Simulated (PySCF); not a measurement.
NMR shielding calculation of C$_{4}$H$_{8}$N$_{2}$Si$_{2}$

System: C$_{4}$H$_{8}$N$_{2}$Si$_{2}$.
Method: GIAO PBE0/pcSseg-1 NMR shielding, non-relativistic, gas phase (PySCF 2.14.0).

The geometry comes from this level: GFN2-xTB. It belongs to a series of runs on one base structure; here: constitutional isomer. Figures and captions count atoms from 1; the log counts them from 0 in places.

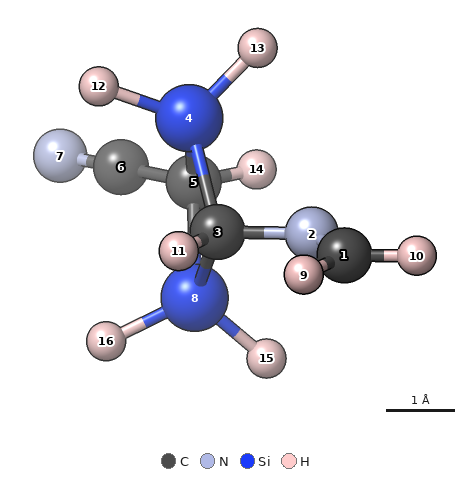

The structure as given in the input (ball-and-stick view, seen at a tilt; atoms are numbered from 1 in the order of the input). Bond lengths as drawn: C–C 1.41 Å, C–H 1.08 to 1.10 Å, C–N 1.15 to 1.41 Å, C–Si 1.94 Å and H–Si 1.46 Å.

**The input**
```
{"job": {"kind": "nmr", "xc": "PBE0", "basis": "pcSseg-1"}, "charge": 0, "multiplicity": 1}
C      2.913500    -0.267976    -0.454809
N      1.717541    -0.474252    -0.134938
C      0.714227     0.494519    -0.368328
Si    -0.772723    -0.416223    -1.211700
C     -1.561433    -0.548394     0.552135
C     -2.917088    -0.169717     0.660091
N     -4.009591     0.174384     0.732039
Si    -0.274838     0.699838     1.284633
H      3.268467     0.654787    -0.928609
H      3.644669    -1.036656    -0.255643
H      1.103834     1.404527    -0.851851
H     -1.523461     0.462800    -2.105617
H     -0.452228    -1.700378    -1.824708
H     -1.444123    -1.547510     0.972485
H      0.408037     0.232900     2.485768
H     -0.822386     2.046295     1.437641
```

The first line tells a small driver script what to run in PySCF; the rest is the geometry in Å.

Launch command:
```bash
OMP_NUM_THREADS=1 python <driver script> task.json out
```

**Output**
```
coarse grid: 14680 points
cycle   1  E = -844.9459521959  dE =  1.004e+00  |g| = 5.198e-01  |ddm| = 3.823e+00
cycle   2  E = -844.8102026519  dE =  1.357e-01  |g| = 9.469e-01  |ddm| = 1.481e+00
cycle   3  E = -845.0106075165  dE = -2.004e-01  |g| = 1.666e-01  |ddm| = 9.598e-01
cycle   4  E = -845.0164944023  dE = -5.887e-03  |g| = 5.312e-02  |ddm| = 1.703e-01
cycle   5  E = -845.0170201257  dE = -5.257e-04  |g| = 2.584e-02  |ddm| = 6.048e-02
cycle   6  E = -845.0171668370  dE = -1.467e-04  |g| = 5.377e-03  |ddm| = 2.301e-02
cycle   7  E = -845.0171730932  dE = -6.256e-06  |g| = 1.358e-03  |ddm| = 4.755e-03
final grid: 133648 points
cycle   8  E = -845.0611565553  dE = -2.467e-05  |g| = 6.561e-03  |ddm| = 2.597e-02
cycle   9  E = -845.0611498059  dE =  6.749e-06  |g| = 8.332e-03  |ddm| = 1.555e-02
cycle  10  E = -845.0611672872  dE = -1.748e-05  |g| = 1.604e-03  |ddm| = 8.836e-03
cycle  11  E = -845.0611678388  dE = -5.517e-07  |g| = 4.094e-04  |ddm| = 1.392e-03
cycle  12  E = -845.0611678704  dE = -3.160e-08  |g| = 1.343e-04  |ddm| = 3.255e-04
cycle  13  E = -845.0611678733  dE = -2.852e-09  |g| = 7.152e-05  |ddm| = 1.355e-04
cycle  14  E = -845.0611678743  dE = -1.054e-09  |g| = 1.564e-05  |ddm| = 6.232e-05
cycle  15  E = -845.0611678744  dE = -5.207e-11  |g| = 3.253e-06  |ddm| = 1.613e-05
```

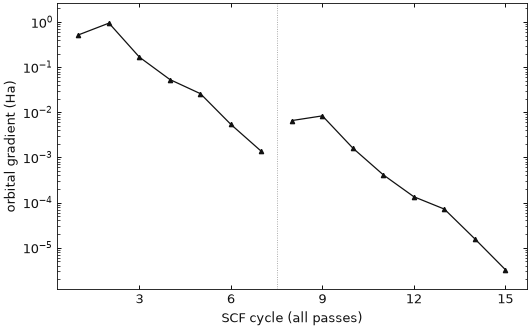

Convergence of the self-consistent field: orbital gradient against the SCF cycle. The dotted line marks the change from a coarse to the final integration grid. The first 7 cycles use a coarse grid, the final grid takes over at cycle 8, and the field converges after 15 cycles in all.

```
converged SCF energy = -845.0611678744

GIAO shielding tensors (ppm)
atom      isotropic    diamagn.    paramagn.     s11        s22        s33       span
  0 C       37.247     253.227    -215.979    -59.753     58.971    112.525    172.278
  1 N     -134.897     328.615    -463.513   -507.543   -173.320    276.171    783.715
  2 C      125.177     256.512    -131.335    107.059    117.736    150.736     43.677
  3 Si     372.633     880.166    -507.534    341.835    360.111    415.952     74.118
  4 C      191.239     259.881     -68.642    173.638    194.400    205.680     32.043
  5 C       63.036     255.045    -192.009    -54.959    -50.793    294.860    349.818
  6 N      -25.571     339.432    -365.002   -189.450   -167.628    280.367    469.817
  7 Si     372.270     880.195    -507.925    341.191    359.856    415.765     74.574
  8 H       24.230      30.404      -6.173     21.210     24.613     26.868      5.658
  9 H       24.819      29.273      -4.454     22.989     23.761     27.707      4.718
 10 H       27.824      33.452      -5.628     26.160     27.096     30.216      4.056
 11 H       26.611      29.700      -3.089     24.014     25.020     30.799      6.785
 12 H       26.892      29.080      -2.188     23.826     24.647     32.202      8.376
 13 H       29.369      29.693      -0.323     24.551     28.566     34.990     10.439
 14 H       26.898      29.108      -2.209     23.831     24.665     32.199      8.369
 15 H       26.610      29.742      -3.132     24.015     25.040     30.774      6.759
```

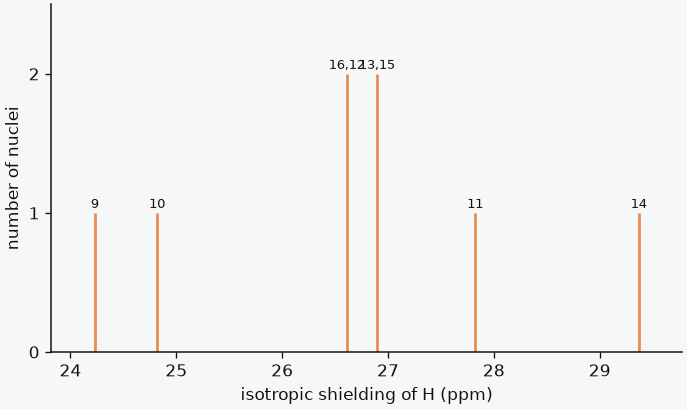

Isotropic shieldings of the hydrogen nuclei in this fixed geometry, labelled by atom number; shielding grows to the right, so chemical shift grows to the left. The least shielded is H9 (24.2 ppm), the most shielded H14 (29.4 ppm).

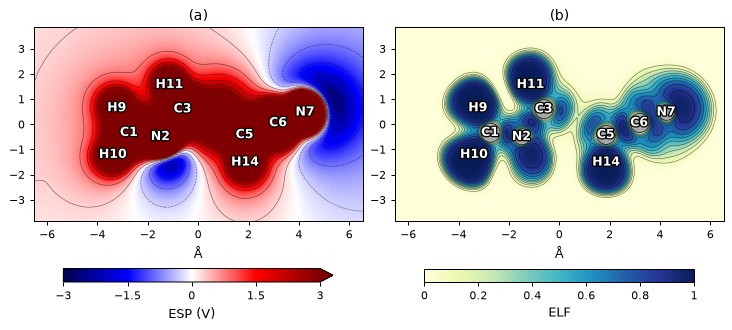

(a) molecular electrostatic potential; (b) electron localisation function on the plane of atoms N2, C1 and H9. Grey discs, where drawn, cover atomic cores. C–N (1.15 Å): the ELF peaks at about 0.90 between the atoms; a multiple bond by its length, whose ELF region spreads away from the axis. C–N (1.26 Å): the ELF peaks at about 0.90 between the atoms; a multiple bond by its length, whose ELF region spreads away from the axis.

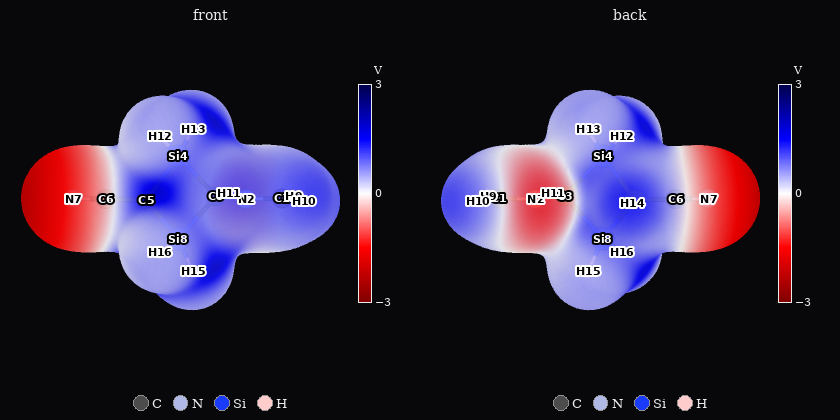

The electrostatic potential painted on the density surface at 0.002 e/bohr³, seen face on and from behind; the colour scale runs from red (negative) to blue (positive). Its dipole moment is 5.11 D.

**Key numbers**

```json
{"quantity": "outcome", "value": "converged"}
{"quantity": "total energy", "value": "−845.061168 hartree"}
{"quantity": "HOMO", "value": "−7.60 eV"}
{"quantity": "LUMO", "value": "−0.80 eV"}
{"quantity": "dipole moment", "value": "5.11 D"}
{"quantity": "isotropic shielding, C", "value": "37.2 to 191.2 ppm"}
{"quantity": "isotropic shielding, N", "value": "−134.9 to −25.6 ppm"}
{"quantity": "isotropic shielding, Si", "value": "372.3 to 372.6 ppm"}
{"quantity": "isotropic shielding, H", "value": "24.2 to 29.4 ppm"}
{"quantity": "hardware", "value": "1 CPU thread, shared host"}
{"quantity": "wall time", "value": "72 s"}
{"quantity": "peak memory", "value": "0.85 GiB"}
```
